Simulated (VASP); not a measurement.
Band structure of KI (rock salt). These are vdW-DF2, VASP's PBE PAW potentials (set 64) (plane waves; VASP) values and carry that method's errors.

Unless said otherwise, spin-orbit coupling is left out, though it shifts the bands of the heavy elements here.

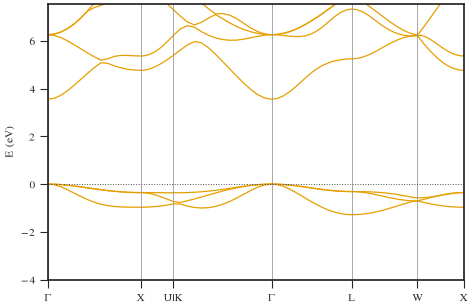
Figure. Bands along high-symmetry lines, zero at the valence-band maximum or, without a gap, the Fermi level

Read the plot: is there a gap, and where are the band edges?

The gap is direct, 3.56 eV, from the valence maximum at Γ to the conduction minimum at Γ. (Edges off the drawn lines would not show.)

Measured: gap 6.10 eV (computed value off by -2.54 eV), as given by Aguado et al., (1998), arXiv:cond-mat/9809176.

The compound is KI in the rock salt structure. It was relaxed first.
